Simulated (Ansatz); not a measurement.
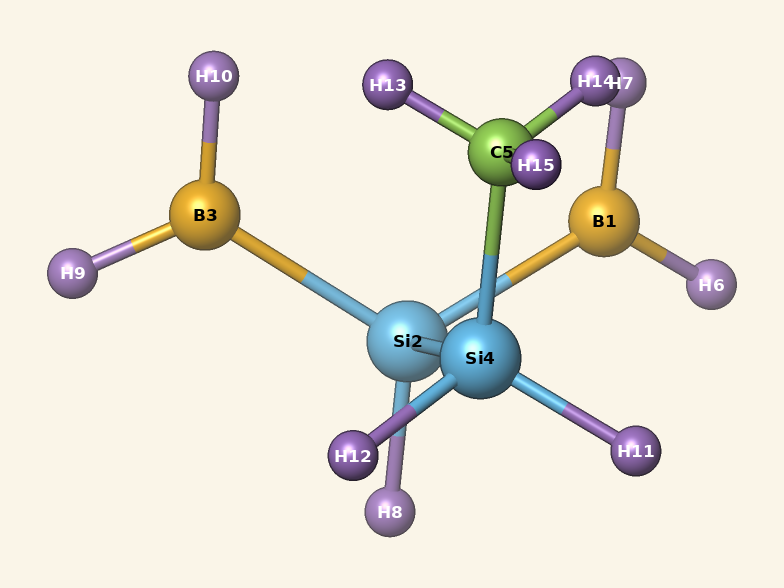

Si2 lies behind Si4. The molecule seen a little off the Si4–Si2 bond, Si4 in front. Depth is shown by fading: the farther an atom, the more it takes the colour of the background. Computed geometry: PBE0-D4/def2-TZVP optimisation. No frequency run is at hand to confirm it as a minimum.

### What is the torsion angle C5–Si4–Si2–B1? The sign is positive where the front bond must turn clockwise to cover the back bond.

61°, synclinal (gauche). The bonds about Si4–Si2 are staggered.
